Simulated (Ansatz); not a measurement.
The reference is MgS in the rock salt structure (space group Fm-3m, No. 225; a = 5.2030 Å). Axes: x, y, z lie along the cube axes.

Perturbation: biaxial strain +2.00 %, plane normal [001], relaxed out of plane (Cartesian); in-plane vectors clamped, the third vector and the atoms free.

The values are results of r2SCAN in Ansatz (plane waves to 500 eV, PAW, no SOC), not measurements.

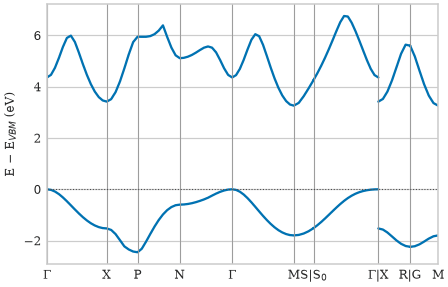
Highest valence and lowest conduction band along the path of the changed cell's own zone

The gap is 3.26 eV, indirect, Γ → M; the base has 3.46 eV.

Gaps are read on the SCF mesh and a high-symmetry path. Stability against distortions was not tested. k-point labels follow each cell's own Brillouin zone.

Ansatz is a quantum-chemistry and plane-wave program.
